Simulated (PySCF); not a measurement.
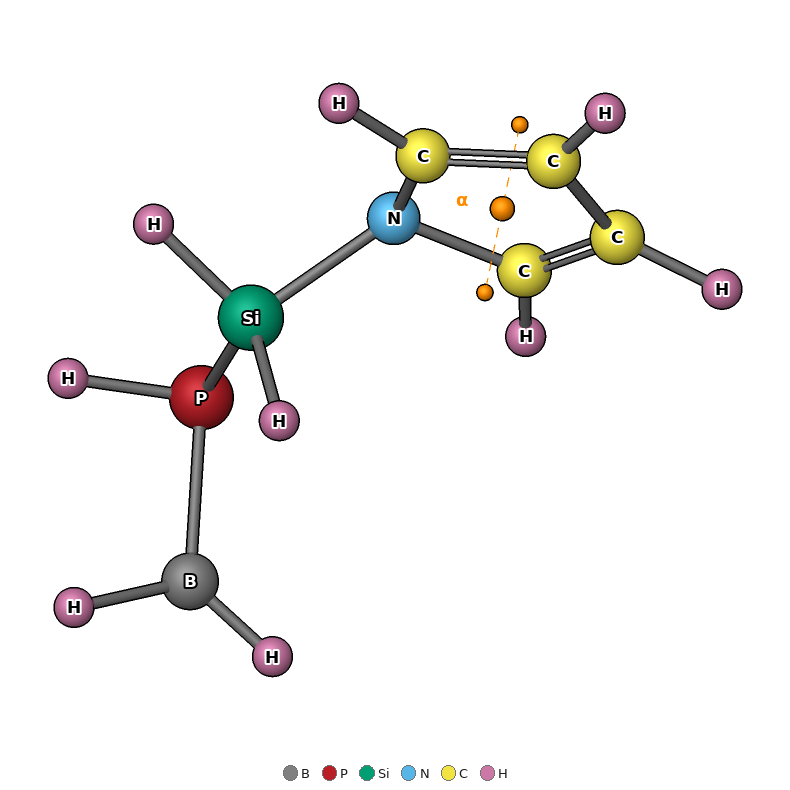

The small points mark where nucleus-independent chemical shifts (NICS) were computed: at the centre of each lettered ring and 1 Å above and below it. Geometry: a frame of a GFN2-xTB molecular-dynamics simulation, not a minimum. Properties computed with GIAO PBE0/pcSseg-1 NMR shielding, non-relativistic, gas phase (PySCF 2.14.0).

Give NICS(0), NICS(1) and the out-of-plane component NICS(1)zz for each ring (means of the two sides).

```tsv
ring	members	NICS(0)	NICS(1)	NICS(1)zz
α	C4N	−11.2	−10.2	−24.6
```

Values in ppm.

**What do the values say about the ring currents?**

Ring α: diatropic, as in an aromatic ring. NICS is one index among several.
